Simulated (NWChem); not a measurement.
# U-r2SCAN/jorge-TZP run of BNH3 (SMILES B[NH])

Aim: the electronic atomisation energy of BNH3 at U-r2SCAN/jorge-TZP, from 4 runs. 

Program for the calculation: NWChem 7.3.0.

10 further runs of the same task are left out: 10 set aside as unsound or not needed.

## 1. The system as given

BNH3 has 5 atoms, charge 0, and is taken as a doublet. SMILES: `B[NH]`. The coordinates come from a PBE0-D4/def2-TZVP relaxation.

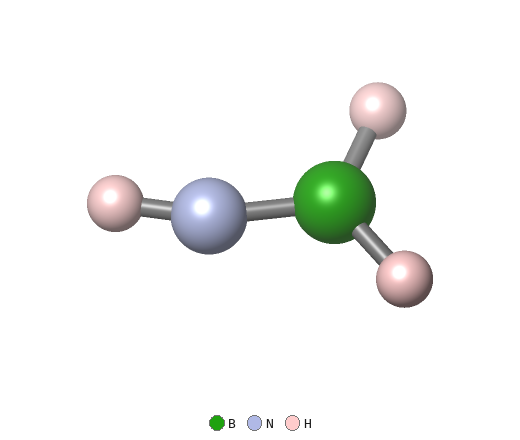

The structure, seen from a chosen angle (boron green, nitrogen light blue, hydrogen pink).

## 2. The energy at U-r2SCAN/jorge-TZP (run 1)

Contents of nw.nw:

```
start nw
memory stack 880 mb heap 220 mb global 1100 mb
geometry units angstrom noautosym nocenter noautoz
  B    -0.310800   -0.370100   -0.091600
  N     0.531200    0.655200   -0.019800
  H    -0.414800   -1.107400    0.862500
  H    -0.964100   -0.573100   -1.081900
  H     1.208400    1.321700    0.289300
end
basis spherical bse
  B library jorge-TZP
  N library jorge-TZP
  H library jorge-TZP
end
dft
  xc r2scan
  mult 2
  grid fine
  convergence energy 1e-08
  maxiter 100
  mulliken
  print low
end
task dft energy
```

On the command line:

```console
$ nwchem nw.nw > nw.out
```

What it wrote:

```text
[...]
 d= 0,ls=0.0,diis     1    -81.2867424083 -1.08D+02  2.41D-03  8.47D-02     3.5
[...]
 d= 0,ls=0.0,diis    12    -81.3300899966 -2.92D-09  1.39D-07  9.22D-11    34.7
[...]
         Total DFT energy =      -81.330089996585
      One electron energy =     -162.519470414151
           Coulomb energy =       66.042098425582
    Exchange-Corr. energy =      -12.000855780969
 Nuclear repulsion energy =       27.148137772953
[...]
      Total Density - Mulliken Population Analysis
     ---------------------------------------------
    Atom       Charge   Shell Charges
 -----------   ------   -------------------------------------------------------
    1 B    5     5.05   1.40  0.43  0.18  0.67  0.27  1.04  0.65  0.29  0.05  0.05  0.02
    2 N    7     7.18   0.56  1.39  0.10  0.86  0.56  1.50  1.40  0.79  0.00  0.01  0.00
    3 H    1     0.98   0.25  0.51  0.21  0.01  0.00  0.00
    4 H    1     0.97   0.25  0.50  0.21  0.01  0.00  0.00
    5 H    1     0.81   0.25  0.43  0.06  0.05  0.02  0.01
[...]
      <S2> =      0.7611 (Exact =     0.7500)
[...]
```

Run time: 35 s. Hardware: 1 thread of Intel Xeon Platinum 8488C (Sapphire Rapids), shared host; peak memory 0.12 GiB.

## 3. The B atom, same level (run 2)

Contents of b.nw:

```
start b
title "B r2SCAN"
memory total 2200 mb
charge 0

geometry noautosym nocenter noautoz
   B        0.000000       0.000000       0.000000
end

basis spherical bse
   * library jorge-TZP
end

dft
   xc r2scan
   mult 2
   grid fine
   convergence energy 1e-08
   iterations 100
   mulliken
   print low
end

task dft energy
```

On the command line:

```console
$ nwchem b.nw > b.out
```

What it wrote:

```text
[...]
 d= 0,ls=0.0,diis     1    -24.6112479871 -2.46D+01  1.23D-02  2.58D-02     0.2
[...]
 d= 0,ls=0.0,diis     7    -24.6357001734 -9.93D-10  4.86D-07  8.56D-12     1.1
[...]
         Total DFT energy =      -24.635700173403
      One electron energy =      -32.384427757997
           Coulomb energy =       11.619796728776
    Exchange-Corr. energy =       -3.871069144182
 Nuclear repulsion energy =        0.000000000000
[...]
      Total Density - Mulliken Population Analysis
     ---------------------------------------------
    Atom       Charge   Shell Charges
 -----------   ------   -------------------------------------------------------
    1 B    5     5.00   1.41  0.41  0.19  1.06  0.93  0.38  0.31  0.31  0.00  0.00  0.00
     --------------------------------------------
      Spin Density - Mulliken Population Analysis
     --------------------------------------------
    Atom       Charge   Shell Charges
 -----------   ------   -------------------------------------------------------
    1 B    5     1.00   0.00 -0.01  0.01  0.04 -0.04  0.38  0.31  0.31 -0.00 -0.00  0.00
[...]
      <S2> =      0.7571 (Exact =     0.7500)
[...]
```

It took 1.7 s on 1 thread of Intel Xeon Platinum 8488C (Sapphire Rapids), shared host; peak memory 0.1 GiB.

Run 3 isn't shown in full; the table further down has it.

## 4. The N atom at the same level (run 4)

Contents of n.nw:

```
start n
memory 2200 mb

geometry noautosym nocenter noautoz
  N     0.000000    0.000000    0.000000
end

basis spherical bse
  N library jorge-TZP
end

dft
  xc r2scan
  mult 4
  grid fine
  convergence energy 1e-08
  maxiter 100
  mulliken
  print low
end

task dft energy
```

Run the same way, it converges to -54.57798 Eh (log not shown).

## 5. The series

| run | partner | energy (Eh) | ⟨S²⟩ | wall time |
| --- | --- | --- | --- | --- |
| 1 | base | -81.330090 | 0.761 | 35 s |
| 2 | atoms | -24.635700 | 0.757 | 1.7 s |
| 3 | atoms | -0.499792 | 0.750 | 0.73 s |
| 4 | atoms | -54.577984 | 3.754 | 1.4 s |

## 6. Results

At U-r2SCAN/jorge-TZP:

| quantity | value |
| --- | --- |
| N atom: total energy | -54.57798 Eh |
| N atom: ⟨S²⟩ | 3.754 |
| electronic atomisation energy | 16.790 eV |

Taking the molecule apart into free atoms costs 16.79 eV (1620 kJ/mol), before zero-point energy and without spin-orbit coupling. All runs together took 39 s, the longest 35 s.
